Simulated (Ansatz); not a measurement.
# CH4F3NTi (SMILES C[NH][Ti]([F])([F])[F]): what the fields show

The calculation's input:

```
crystal:
  periodic: [false, false, false]
  atoms:
    - {symbol: C, position_ang: [-0.094061, -1.121242, 0.910463]}
    - {symbol: F, position_ang: [-0.969476, 0.362620, -2.230716]}
    - {symbol: F, position_ang: [1.184040, 2.150100, -1.499707]}
    - {symbol: F, position_ang: [-1.299720, 1.982043, 0.040685]}
    - {symbol: N, position_ang: [0.647950, -0.157347, 0.135232]}
    - {symbol: Ti, position_ang: [-0.108433, 1.140105, -0.921229]}
    - {symbol: H, position_ang: [0.080429, -2.155855, 0.566291]}
    - {symbol: H, position_ang: [-1.174878, -0.926357, 0.823791]}
    - {symbol: H, position_ang: [0.157157, -1.067620, 1.984268]}
    - {symbol: H, position_ang: [1.659991, -0.257647, 0.194024]}
basis:
  gaussian:
    orbitals: def2-SVPD
hamiltonian:
  xc: pbe0
output: {forces: true, orbitals: {seedname: orbitals}}
```

Run with:

```sh
ansatz run input.yaml --threads 2 --pin off --max-ram 5220MiB --events-out events.jsonl --progress --plain --runs-dir runs
```

Geometry: PBE0-D4/def2-SVP.

The calculation used isolated molecule in a Gaussian basis; Kohn-Sham density functional theory, functional PBE0 (Ansatz).

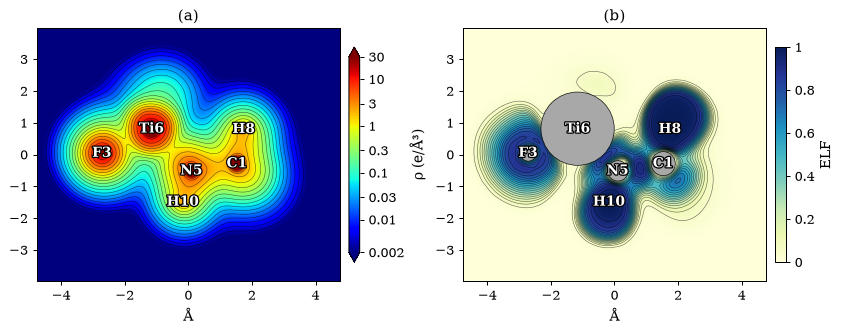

Figure 1. (a) electron density; (b) ELF on the plane of atoms C1, N5 and Ti6. Grey discs cover the atomic cores in the ELF map.

Question: What do the fields say about this system?

Answer: Atoms in the plane: C, F, N, Ti and H.
C–N (1.44 Å): ρ is about 1.9 e/Å³ halfway; the ELF peaks at about 0.90 between the atoms (a shared electron pair).
Ti–F (1.74 Å): the density is about 1.1 e/Å³ at the midpoint; the ELF peaks at about 0.85 in the valence shell of F, 0.5 Å from its nucleus, and drops to about 0.20 between the two atoms.
Ti–N (1.84 Å): ρ is about 1.1 e/Å³ halfway; the ELF peaks at about 0.85 in the valence shell of N, 0.6 Å from its nucleus, and is about 0.35 at the midpoint.
N–H (1.02 Å): ρ is about 2.8 e/Å³ halfway; the ELF climbs to about 1 towards the hydrogen, as it does in any bond to H; a covalent bond by its length.
C–H (1.10 Å): ρ is about 1.9 e/Å³ halfway; the ELF climbs to about 1 towards the hydrogen (an ordinary covalent bond to hydrogen).

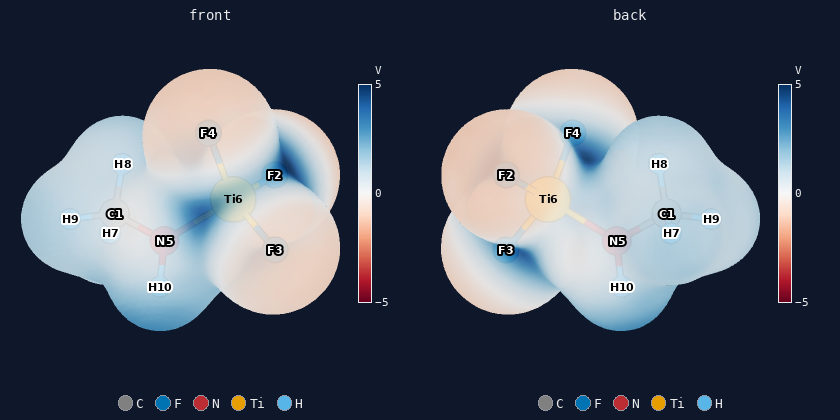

Figure 2. The electrostatic potential painted on the density surface at 0.004 e/bohr³, seen from the front and from behind; red is negative and blue positive.

Question: Where is the surface potential most negative and most positive?

Answer: The most negative region (about −1.1 V) lies over F2, the most positive (about +4.5 V) over Ti6.

Question: What dipole moment does the calculation give?

Answer: Its dipole moment is 3.34 D.

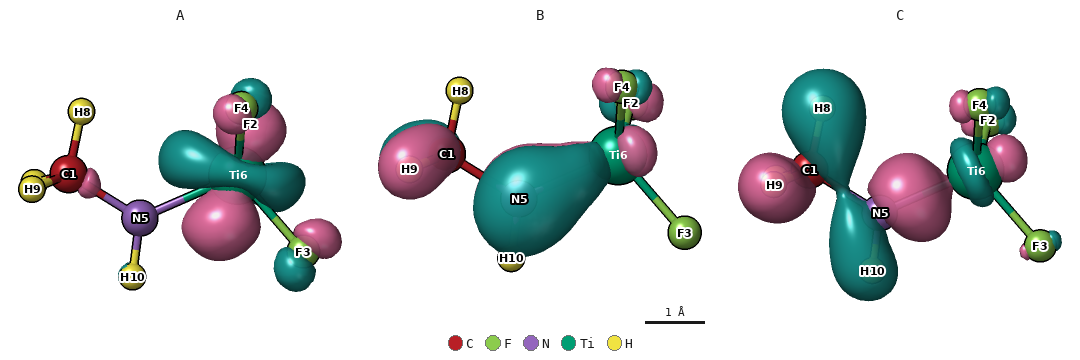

Figure 3. Three frontier orbitals at ±0.15 Å⁻³ᐟ² (teal and pink are the two phases), in no order.

Question: Which picture is the HOMO−1, the HOMO and the LUMO?

Answer: C is the HOMO−1 (−10.38 eV). By Hirshfeld shares it lies mainly on N5 (about 30 %), C1 (about 25 %), Ti6 (about 15 %), H8 (about 10 %) and H9 (about 5 %). B is the HOMO (−7.94 eV). It lies mainly on N5 (about 55 %), Ti6 (about 15 %) and C1 (about 10 %). A is the LUMO (−2.33 eV). Its weight (Hirshfeld) is mainly on Ti6 (about 75 %) and F3 (about 5 %).

Question: What is the HOMO–LUMO gap?

Answer: 5.61 eV between the orbital energies.
